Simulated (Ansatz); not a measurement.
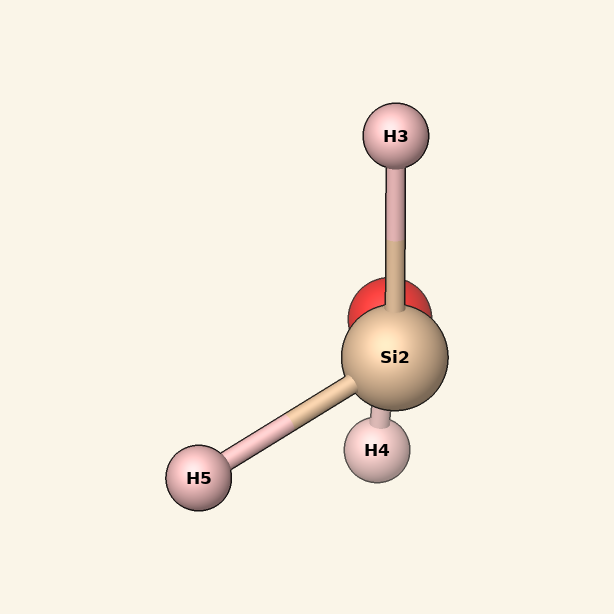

O1 lies behind Si2. The molecule seen nearly along the Si2–O1 bond, Si2 in front. Atoms fade into the background with distance from the viewer. Charge 0, doublet. The geometry was computed by an optimisation with PBE-D4/def2-SVP. No frequency run is at hand to confirm it as a minimum.

> What is the torsion angle H3–Si2–O1–H4? The sign is positive where the front bond must turn clockwise to cover the back bond.

−175°, antiperiplanar (anti).
